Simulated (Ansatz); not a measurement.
# How liquid (Cs,Na)I changes with temperature

How do cells made at different temperatures differ in energy, pressure, forces, levels, charges and cost?

Computed with Ansatz 0.2.0: Kohn-Sham DFT, PBE, PAW (set soft_2, large core). Every run is a single point, with the atoms held where the recipe put them (cutoff of the plane-wave runs 420 eV, fixed occupations).

First member: 70 atoms (13 Cs, 22 Na, 35 I) placed at random at 2.98 g/cm³, melted at 1600 K for 10 ps at fixed volume with the Lennard-Jones and Coulomb ion parameters for SPC/E (Joung and Cheatham, J. Phys. Chem. B 112, 9020 (2008)), full charges. Snapshot at the end of a hold of 15 ps at 1200 K and zero pressure.

Last member: 70 atoms (13 Cs, 22 Na, 35 I) placed at random at 2.98 g/cm³, melted at 1600 K for 10 ps at fixed volume with the Lennard-Jones and Coulomb ion parameters for SPC/E (Joung and Cheatham, J. Phys. Chem. B 112, 9020 (2008)), full charges. Snapshot at the end of a hold of 15 ps at 1500 K and zero pressure.

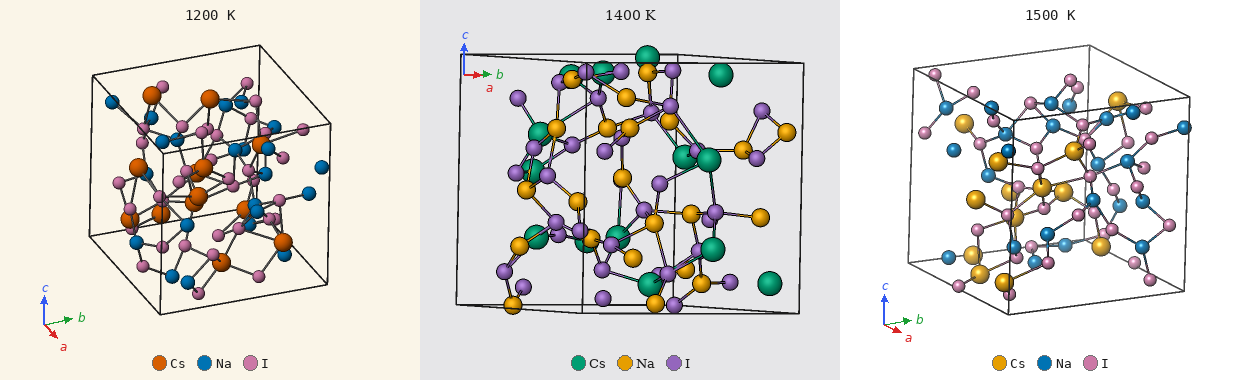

Three members of the series, labelled by temperature. Bonds to atoms that aren't drawn are left out. Some periodic images of atoms are drawn too.

The members:

| temperature (K) | reduced formula | atoms | valence electrons | k-mesh | basis | density (g/cm³) |
| --- | --- | --- | --- | --- | --- | --- |
| 1200 | Cs13Na22I35 | 70 | 560 | 1×1×1 | plane waves | 2.59 |
| 1400 | Cs13Na22I35 | 70 | 560 | 1×1×1 | plane waves | 2.22 |
| 1500 | Cs13Na22I35 | 70 | 560 | 1×1×1 | plane waves | 1.99 |

Each cell is one sample from a classical run, so sample-to-sample scatter enters every column; pressures lack the kinetic term.

The input of the first member, without its atom lines; other members have their own cell and atoms, and may differ in mesh, basis and outputs:

```yaml
crystal:
  lattice:
    - [16.23577, 0.0, 0.0]
    - [0.0, 16.23577, 0.0]
    - [0.0, 0.0, 16.23577]
  atoms:
    [... 70 lines ...]
kpoints:
  mp_grid: { grid: [1, 1, 1] }
hamiltonian:
  xc: pbe
  pseudopotentials: { kind: paw, core: large }
scf:
  occupations: { method: fixed }
output:
  forces: true
  stress: true
  populations: true
  dos:
    method: { smearing: { sigma: 0.15 } }
    de: 0.1
    projected: { site_lists: { Cs: [Cs], I: [I], Na: [Na] } }
  eigenvalues: true
  write_density: true
  write_potential: true
  volumetric_format: npy
```

**Question.** How do the results, the time and the memory go along the series?

Results; charges are mean Löwdin charges in e:

| temperature (K) | energy less the first member's (meV/atom) | pressure (GPa) | r.m.s. force (eV/Å) | gap (eV) | q(Na) | q(I) | q(Cs) |
| --- | --- | --- | --- | --- | --- | --- | --- |
| 1200 | 0.0 | -0.0193 | 0.275 | 1.97 | +0.67 | -0.66 | +0.78 |
| 1400 | 46.9 | 0.168 | 0.426 | 2.17 | +0.69 | -0.67 | +0.80 |
| 1500 | 86.5 | -0.145 | 0.330 | 2.00 | +0.70 | -0.68 | +0.80 |

The gap is that between the highest filled and lowest empty Kohn-Sham level on the run's k-points; tail or defect levels can set it. The projection misses up to 0.029 e an atom, so the charges add up to more than the cell's charge.

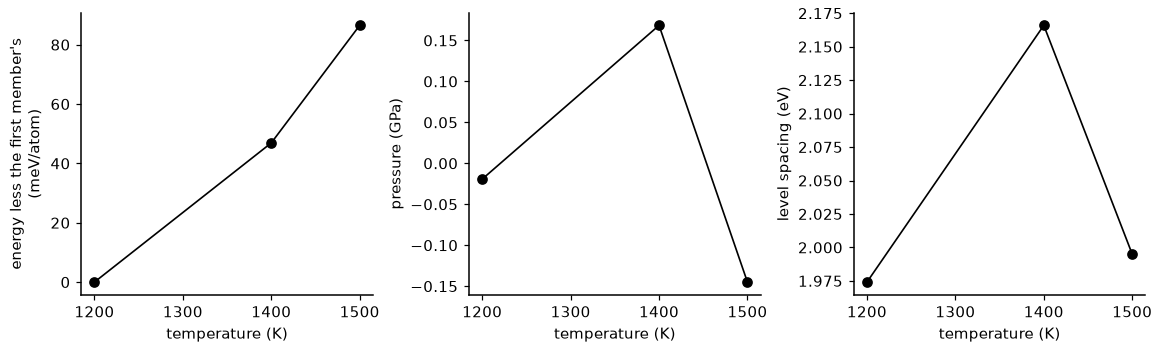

Results against temperature.

Cost on 8 threads of Intel Xeon Platinum 8488C (Sapphire Rapids), shared host:

| temperature (K) | atoms | basis | k-mesh | SCF cycles | time | host memory (GiB) |
| --- | --- | --- | --- | --- | --- | --- |
| 1200 | 70 | plane waves | 1×1×1 | 10 | 20 s | 4.8 |
| 1400 | 70 | plane waves | 1×1×1 | 11 | 23 s | 5.4 |
| 1500 | 70 | plane waves | 1×1×1 | 11 | 26 s | 5.8 |

Times include the outputs that each run asked for, on hosts shared with other jobs.

The energy against the first member goes steadily from 0.0 meV/atom at 1200 to 86.5 meV/atom at 1500 K; each member is a single configuration. The gap is lowest at 1200 K (1.97 eV) and highest at 1400 K (2.17 eV), with no steady trend; in single samples it varies with the configuration. The density spans 1.99 to 2.59 g/cm³, so the columns mix its effect with that of the temperature. The pressure is lowest at 1500 K (-0.15 GPa) and highest at 1400 K (0.17 GPa), with no steady trend. The r.m.s. force is lowest at 1200 K (0.28 eV/Å) and highest at 1400 K (0.43 eV/Å), with no steady trend.

Caveats: The levels lack spin–orbit coupling, which is large for the heavy elements here. The network of bonds at the start is that of the classical potential that made the cell, and needn't be the one that DFT or experiment would give. The ion parameters were fitted for water, not for melts, so the density of this cell may lie well off the real melt's. The cells aren't relaxed by DFT, which could reorder their energies.

[Logs are printed without paths, hosts, clocks, repeated set-up lines and the standing remarks that a program may print on its own settings, such as how far it seeks lower states.]

[Hosts, paths, dates, database ids (printed as entryN), source tags and the programs' standing remarks are cut or masked in the printed files.]
